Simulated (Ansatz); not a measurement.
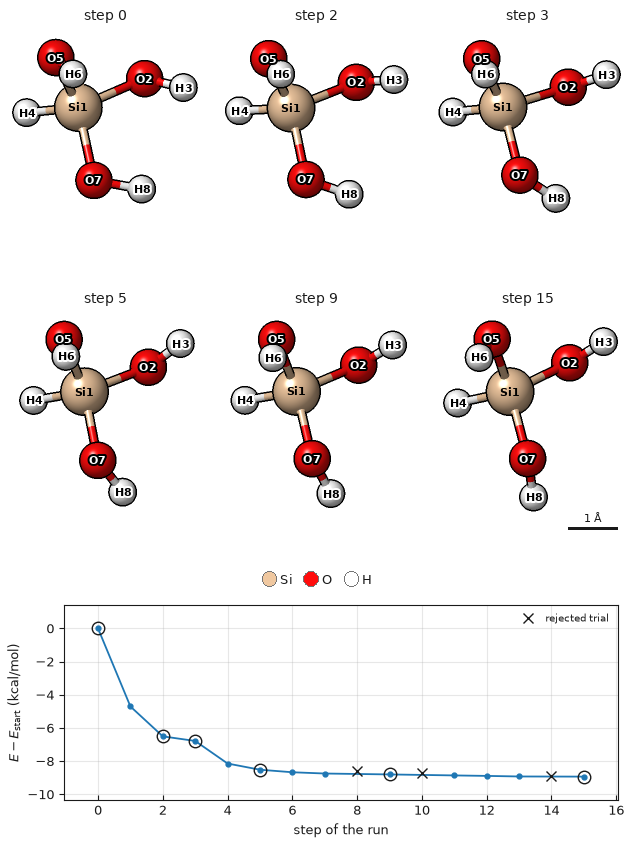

Frames of a relaxation of SiH$_{4}$O$_{3}$, marked on the history of the run. The picture is a ball-and-stick view, seen from a free direction.

The run prepares the start of a later molecular dynamics calculation, from a guessed geometry.

Level of theory: Ansatz, RKS PBE0-D4/def2-SVP.

Input file:
```yaml
crystal:
  periodic: [false, false, false]
  atoms:
    - { symbol: Si, position_ang: [0.0, 0.0, 0.0] }
    - { symbol: O, position_ang: [0.0, 0.0, 1.68] }
    - { symbol: H, position_ang: [-0.9095, -0.2814, 2.0171] }
    - { symbol: H, position_ang: [1.3768, 0.0, -0.4862] }
    - { symbol: O, position_ang: [-0.7913, 1.3709, -0.5594] }
    - { symbol: H, position_ang: [-1.7491, 1.1401, -0.7818] }
    - { symbol: O, position_ang: [-0.7913, -1.3709, -0.5594] }
    - { symbol: H, position_ang: [-1.2459, -1.8365, 0.2129] }
basis:
  gaussian: { orbitals: def2-SVP }
hamiltonian:
  xc: pbe0
  dispersion: d4
relax:
  f_tol: 0.02
  max_steps: 40
```

Command:
```bash
ansatz run input.yaml --threads 1 --pin off --max-ram 2048MiB --backend cpu --events-out ev --progress --plain --runs-dir out
```

Describe the path.

Answer. H8 moves most after the best rigid fit: 0.84 Å. Largest moves by element: H 0.84 Å, O 0.37 Å, Si 0.22 Å. Among the contacts that change: O2–H3 1.010 → 0.963 Å, Si1–O2 1.680 → 1.649 Å, Si1–H4 1.460 → 1.481 Å, Si1–O7 1.679 → 1.659 Å. Among the angles between lasting bonds that change: Si1–O7–H8 109.5° → 117.5°, Si1–O2–H3 109.5° → 116.0°, Si1–O5–H6 109.5° → 115.2°. Groups turn about Si1–O7 by about 80°, Si1–O5 by about 45°, Si1–O2 by about 35°. After 12 accepted moves (15 points after the start) the energy has fallen by 8.93 kcal/mol. The largest force component goes from 2 to 0.018 eV/Å. The line search rejected the trial steps at points 8, 10, 14 of the run. Cost: 47 s on 1 thread of Arm Neoverse V1, with other jobs on the host, peak memory 0.15 GiB. From step 0 to 2: H3 moves most (0.17 Å), energy −6.50 kcal/mol. From step 2 to 3: H8 moves most (0.17 Å), energy −0.28 kcal/mol. From step 3 to 5: H8 moves most (0.33 Å), energy −1.73 kcal/mol. From step 5 to 9: H6 moves most (0.09 Å), energy −0.28 kcal/mol. From step 9 to 15: H8 moves most (0.18 Å), energy −0.13 kcal/mol.

```tsv
step	E − E(0), kcal/mol	largest force component, eV/Å	note
0	0.00	1.9646	
1	-4.70	1.0135	
2	-6.50	0.2644	
3	-6.78	0.7786	
4	-8.14	0.4532	
5	-8.51	0.1975	
6	-8.67	0.1040	
7	-8.74	0.0553	
8	-8.60	0.8200	rejected
9	-8.80	0.0318	
10	-8.69	0.7418	rejected
11	-8.86	0.0410	
12	-8.89	0.2111	
13	-8.92	0.0756	
14	-8.88	0.1954	rejected
15	-8.93	0.0183
```
